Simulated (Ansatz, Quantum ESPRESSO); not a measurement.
# Predicting the next point of a tunnelling series: vacuum gaps between two Li(100) faces

How the rows were computed: Quantum ESPRESSO 7.5 (pw.x, pwcond.x), PBE, GBRV ultrasoft; geometry as built. T is the transmission per spin at the Fermi level, averaged over the mesh across the current, in a cell of 11.83 Å². The series steps the width of the vacuum gap.

| width (Å) | T |
| --- | --- |
| 5 | 0.238 |
| 6 | 0.0775 |
| 7 | 0.0175 |
| 8 | 0.00373 |

To predict: What is T at 9 Å?

**Fit.** In the tunnelling regime ln T falls linearly. The last two rows give a slope of ln(0.0175/0.00373)/(8 − 7) = 1.546 per Å, so T(9) ≈ 0.00373 × exp(−1.546 × 1) = 0.000795.

**Check.** T = 0.00076; the estimate is 1.05 times that. The slope over the last interval is 1.590: the same within 8 %. Points of the mesh with over 2.5 times the mean carry 79 % of this T, so the value leans on the mesh. A second code, Ansatz 0.2.0, gives 0.000747.

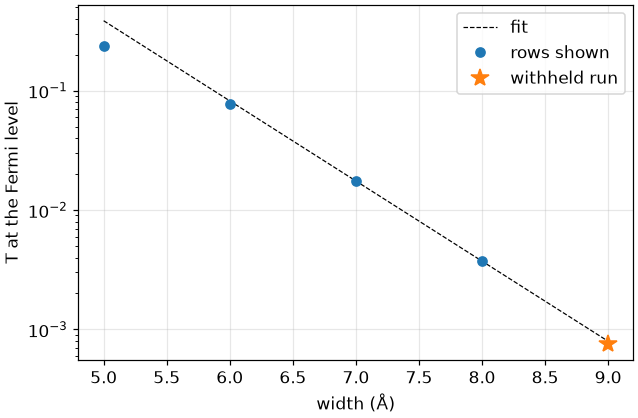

The rows shown, the fit and the withheld run.

Caveats: Short leads, unrelaxed atoms, a barrier without the image potential and an untested mesh.
